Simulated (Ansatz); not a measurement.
**Geometry relaxation of BSiH7O (part 2 of 2)**

The same run, continued: BSiH7O; RKS B3LYP/def2-SVP (Ansatz 0.2.0). It belongs to a series of runs on one base structure; here: end point A relaxed.

Geometry of the input (Å):
```
B  -0.0080  -0.3536  0.1013
O  -0.1079  -0.9417  1.3415
H  -1.0058  -0.9306  1.6968
H  1.0850  -0.3573  -0.4057
H  -0.9793  0.0989  -0.4640
Si 0.1274  2.6444  1.0831
H  0.8508  3.5238  2.0462
H  0.8216  2.6761  -0.2348
H  -1.2721  3.1322  0.9176
H  0.1006  1.2626  1.5906
```

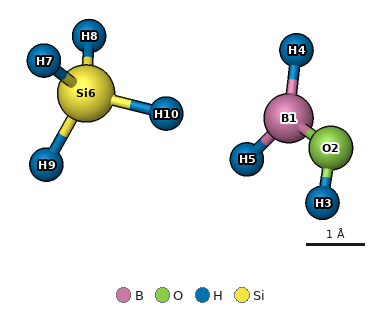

**Figure 1.** The geometry at step 4 of the log (ball-and-stick view, seen at a tilt; atoms are numbered from 1 in the order of the input).

**Output, continued**
```
relax step   8: F+E_penalty+E_count = -10711.66006986 eV  Δ(F+E_penalty+E_count) = -1.092e-3 eV  max|allowed force component| = 7.942e-2 eV/Å  Δτ_max = 0.0525 Å  (28 SCF iters, accepted)
these checks for a lower state are left out or cut short: starts, cluster_reference, orbital_swaps, neighbouring_geometries, increment
861 factors; integrals over basis functions are off by at most 5.6e-4 eV
mean field -10711.66060944 eV, -393.6462667725 hartree, gradient 4.9e-6 eV, S^2 0.000000; 0 other end points of the search recorded, 0 dependent functions left out
the calculation of the forces begins
reference -10711.66088441 eV, -393.6462768775 hartree; 17, 17 occupied and 64, 64 virtual orbitals, 861 factors
relax step   9: F+E_penalty+E_count = -10711.66060944 eV  Δ(F+E_penalty+E_count) = -5.396e-4 eV  max|allowed force component| = 6.061e-2 eV/Å  Δτ_max = 0.0563 Å  (28 SCF iters, accepted)
these checks for a lower state are left out or cut short: starts, cluster_reference, orbital_swaps, neighbouring_geometries, increment
861 factors; integrals over basis functions are off by at most 5.5e-4 eV
mean field -10711.66077713 eV, -393.6462729350 hartree, gradient 1.3e-5 eV, S^2 0.000000; 0 other end points of the search recorded, 0 dependent functions left out
the calculation of the forces begins
reference -10711.66105262 eV, -393.6462830590 hartree; 17, 17 occupied and 64, 64 virtual orbitals, 861 factors
relax step  10: F+E_penalty+E_count = -10711.66077713 eV  Δ(F+E_penalty+E_count) = -1.677e-4 eV  max|allowed force component| = 2.825e-2 eV/Å  Δτ_max = 0.0221 Å  (20 SCF iters, accepted)
861 factors; integrals over basis functions are off by at most 5.5e-4 eV
mean field -10711.66077713 eV, -393.6462729350 hartree, gradient 1.3e-5 eV, S^2 0.000000; 1 other end points of the search recorded, 0 dependent functions left out
the calculation of the forces begins
reference -10711.66105262 eV, -393.6462830590 hartree; 17, 17 occupied and 64, 64 virtual orbitals, 861 factors
Total energy: -10711.66105262 eV, -393.6462830590 hartree
Atom 0 at    -0.060040    -0.849577     0.000942 Å, force    -0.016642     0.010063    -0.027662 eV/Å
Atom 1 at    -0.179308    -1.526877     1.159279 Å, force     0.013726    -0.016376     0.028246 eV/Å
Atom 2 at    -1.057411    -1.473156     1.558435 Å, force     0.001296     0.009484    -0.013295 eV/Å
Atom 3 at     1.019470    -0.882723    -0.537168 Å, force    -0.008858    -0.001022     0.006688 eV/Å
Atom 4 at    -1.000327    -0.245401    -0.470110 Å, force     0.011843    -0.001863     0.005789 eV/Å
Atom 5 at     0.179201     3.147668     1.190612 Å, force     0.001289     0.002158    -0.001141 eV/Å
Atom 6 at     0.878215     4.140153     2.055622 Å, force    -0.001907    -0.002821    -0.000480 eV/Å
Atom 7 at     0.879040     3.044490    -0.120503 Å, force    -0.000385     0.000589     0.002793 eV/Å
Atom 8 at    -1.229669     3.583326     0.972218 Å, force     0.000568    -0.000004    -0.000177 eV/Å
Atom 9 at     0.183129     1.816796     1.863371 Å, force    -0.000929    -0.000207    -0.000762 eV/Å
Dipole moment:    -0.313066     0.019705     0.154798 e Å
```

**Trajectory as extended XYZ (Å, eV, eV/Å), 10 frames, from step=1 to step=10**
```
10
Properties=species:S:1:pos:R:3:forces:R:3 step=1 energy=-10711.41728
B    -0.0080   -0.3536    0.1013   -0.0691  -0.6442   0.8143
O    -0.1079   -0.9417    1.3415    0.0071  -0.1109  -0.9763
H    -1.0058   -0.9306    1.6968   -0.0050   0.0050  -0.0001
H     1.0850   -0.3573   -0.4057   -0.0071   0.0120   0.0151
H    -0.9793    0.0989   -0.4640    0.0032  -0.0198   0.0224
Si    0.1274    2.6444    1.0831    0.0281   0.5706  -0.0583
H     0.8508    3.5238    2.0462   -0.0048   0.0065   0.0013
H     0.8216    2.6761   -0.2348   -0.0058  -0.0003   0.0014
H    -1.2721    3.1322    0.9176   -0.0030   0.0086   0.0014
H     0.1006    1.2626    1.5906    0.0564   0.1725   0.1788
10
Properties=species:S:1:pos:R:3:forces:R:3 step=2 energy=-10711.53976
B    -0.0151   -0.4370    0.0989   -0.0524  -0.4979   0.4569
O    -0.1358   -1.1229    1.2759   -0.3551   0.4885  -0.3615
H    -1.0102   -0.9920    1.6875    0.3503  -0.2675  -0.2368
H     1.0824   -0.4034   -0.3988   -0.0059  -0.0823  -0.0239
H    -0.9753    0.0705   -0.4426    0.0278   0.0306   0.0918
Si    0.1347    2.7452    1.0862    0.0109   0.1141  -0.0694
H     0.8644    3.6041    2.0570   -0.0087   0.1235  -0.0256
H     0.8247    2.7282   -0.2348   -0.0061   0.0740   0.0341
H    -1.2772    3.1925    0.9187    0.0269   0.0817   0.0113
H     0.1198    1.3695    1.6248    0.0123  -0.0648   0.1231
10
Properties=species:S:1:pos:R:3:forces:R:3 step=3 energy=-10711.61066
B    -0.0272   -0.5466    0.0878   -0.0305  -0.3647   0.4628
O    -0.1414   -1.2232    1.2679   -0.5706   0.3818  -0.3678
H    -1.0474   -1.1731    1.6347    0.5638  -0.1130  -0.2069
H     1.0688   -0.5129   -0.4133    0.0057  -0.0377   0.0071
H    -0.9877   -0.0261   -0.4404    0.0156  -0.0226   0.0622
Si    0.1512    2.8548    1.1058    0.0024   0.0933  -0.0597
H     0.8748    3.7386    2.0603    0.0029   0.0528   0.0011
H     0.8374    2.8540   -0.2165    0.0000   0.0325   0.0089
H    -1.2567    3.3154    0.9424    0.0037   0.0361   0.0034
H     0.1405    1.4738    1.6441    0.0070  -0.0586   0.0889
10
Properties=species:S:1:pos:R:3:forces:R:3 step=4 energy=-10711.65159
B    -0.0421   -0.6900    0.0530   -0.0548  -0.0943  -0.0549
O    -0.1650   -1.3713    1.2076   -0.2446  -0.0277   0.2167
H    -1.0626   -1.3462    1.5778    0.2472  -0.0288  -0.0936
H     1.0557   -0.6830   -0.4463   -0.0196   0.0550  -0.0388
H    -1.0085   -0.1526   -0.4453    0.0692   0.0547  -0.0429
Si    0.1688    3.0037    1.1422   -0.0132  -0.0562   0.0413
H     0.8853    3.9383    2.0591   -0.0223  -0.0119  -0.0344
H     0.8528    2.9664   -0.1823   -0.0093   0.0070   0.0330
H    -1.2431    3.4562    0.9635    0.0487  -0.0065   0.0095
H     0.1710    1.6333    1.7434   -0.0013   0.1089  -0.0359
10
Properties=species:S:1:pos:R:3:forces:R:3 step=5 energy=-10711.64797 accepted=F
B    -0.0651   -0.7576    0.0276    0.3943   0.1178   0.3190
O    -0.1750   -1.4307    1.1952    0.1555  -0.0224  -0.3747
H    -1.0588   -1.4157    1.5731   -0.2272   0.0475   0.1171
H     1.0270   -0.7409   -0.4879   -0.0237  -0.1236  -0.0034
H    -0.9755   -0.1338   -0.4482   -0.2999  -0.0386  -0.0659
Si    0.1732    3.0490    1.1615    0.0032   0.0013  -0.0183
H     0.8716    4.0273    2.0402    0.0086   0.0246   0.0134
H     0.8655    2.9696   -0.1539    0.0128   0.0065  -0.0147
H    -1.2381    3.4786    0.9559   -0.0217   0.0138   0.0014
H     0.1873    1.7088    1.8094   -0.0018  -0.0268   0.0260
10
Properties=species:S:1:pos:R:3:forces:R:3 step=6 energy=-10711.65694
B    -0.0495   -0.7213    0.0435    0.0750  -0.0492   0.0091
O    -0.1708   -1.4055    1.1980   -0.0709  -0.0115   0.0460
H    -1.0614   -1.3782    1.5744    0.0578  -0.0093  -0.0208
H     1.0445   -0.7153   -0.4654   -0.0150   0.0050  -0.0109
H    -0.9975   -0.1551   -0.4490   -0.0485   0.0371  -0.0332
Si    0.1709    3.0280    1.1518   -0.0029  -0.0102   0.0148
H     0.8806    3.9826    2.0503   -0.0042   0.0010  -0.0056
H     0.8584    2.9739   -0.1688   -0.0017  -0.0002   0.0085
H    -1.2396    3.4741    0.9636    0.0099  -0.0005   0.0014
H     0.1765    1.6715    1.7742    0.0005   0.0379  -0.0092
10
Properties=species:S:1:pos:R:3:forces:R:3 step=7 energy=-10711.65898
B    -0.0548   -0.7626    0.0308    0.1116   0.0134  -0.0230
O    -0.1763   -1.4469    1.1840    0.0350  -0.0458   0.0286
H    -1.0615   -1.4145    1.5668   -0.0515   0.0031   0.0199
H     1.0361   -0.7636   -0.4857   -0.0161  -0.0144  -0.0011
H    -0.9946   -0.1780   -0.4543   -0.0793   0.0281  -0.0302
Si    0.1741    3.0656    1.1642    0.0043  -0.0067   0.0093
H     0.8796    4.0372    2.0474   -0.0018  -0.0007  -0.0014
H     0.8638    2.9925   -0.1540    0.0007   0.0002   0.0024
H    -1.2363    3.5056    0.9667   -0.0030   0.0018  -0.0005
H     0.1823    1.7192    1.8068    0.0000   0.0211  -0.0038
10
Properties=species:S:1:pos:R:3:forces:R:3 step=8 energy=-10711.66007
B    -0.0575   -0.7982    0.0201    0.0794   0.0009  -0.0508
O    -0.1798   -1.4846    1.1718    0.0708  -0.0374   0.0216
H    -1.0614   -1.4457    1.5609   -0.0749   0.0099   0.0243
H     1.0288   -0.8115   -0.5060   -0.0131  -0.0080   0.0131
H    -0.9952   -0.2044   -0.4604   -0.0615   0.0277  -0.0111
Si    0.1767    3.1014    1.1752    0.0075  -0.0027   0.0057
H     0.8795    4.0844    2.0478   -0.0023  -0.0006  -0.0015
H     0.8696    3.0126   -0.1404    0.0001   0.0012   0.0011
H    -1.2337    3.5373    0.9696   -0.0052   0.0031  -0.0017
H     0.1853    1.7634    1.8340   -0.0007   0.0059  -0.0009
10
Properties=species:S:1:pos:R:3:forces:R:3 step=9 energy=-10711.66061
B    -0.0601   -0.8404    0.0037    0.0128   0.0606  -0.0265
O    -0.1802   -1.5170    1.1614    0.0223  -0.0425   0.0465
H    -1.0591   -1.4659    1.5586   -0.0133   0.0062  -0.0099
H     1.0233   -0.8632   -0.5274   -0.0182  -0.0172  -0.0020
H    -0.9999   -0.2372   -0.4683   -0.0024  -0.0082  -0.0088
Si    0.1788    3.1369    1.1871    0.0044  -0.0008   0.0041
H     0.8792    4.1280    2.0529   -0.0031  -0.0039  -0.0026
H     0.8762    3.0367   -0.1257   -0.0015   0.0005   0.0040
H    -1.2307    3.5722    0.9728   -0.0001   0.0004  -0.0011
H     0.1848    1.8047    1.8577   -0.0010   0.0047  -0.0037
10
Properties=species:S:1:pos:R:3:forces:R:3 step=10 energy=-10711.66078
B    -0.0600   -0.8496    0.0009   -0.0166   0.0101  -0.0277
O    -0.1793   -1.5269    1.1593    0.0137  -0.0164   0.0282
H    -1.0574   -1.4732    1.5584    0.0013   0.0095  -0.0133
H     1.0195   -0.8827   -0.5372   -0.0089  -0.0010   0.0067
H    -1.0003   -0.2454   -0.4701    0.0118  -0.0019   0.0058
Si    0.1792    3.1477    1.1906    0.0013   0.0022  -0.0011
H     0.8782    4.1402    2.0556   -0.0019  -0.0028  -0.0005
H     0.8790    3.0445   -0.1205   -0.0004   0.0006   0.0028
H    -1.2297    3.5833    0.9722    0.0006   0.0000  -0.0002
H     0.1831    1.8168    1.8634   -0.0009  -0.0002  -0.0008
```

**Key numbers**

| quantity | value |
| --- | --- |
| outcome | converged |
| total energy | −10711.6611 eV |
| mean-field energy | −10711.6611 eV |
| largest force (length of the vector) at the end | 0.035 eV/Å |
| hardware | 2 threads of Arm Neoverse V2, 24 GiB of memory available, shared host |
| wall time | 13 s (CPU time 25 s) |
| peak memory | 0.14 GiB |
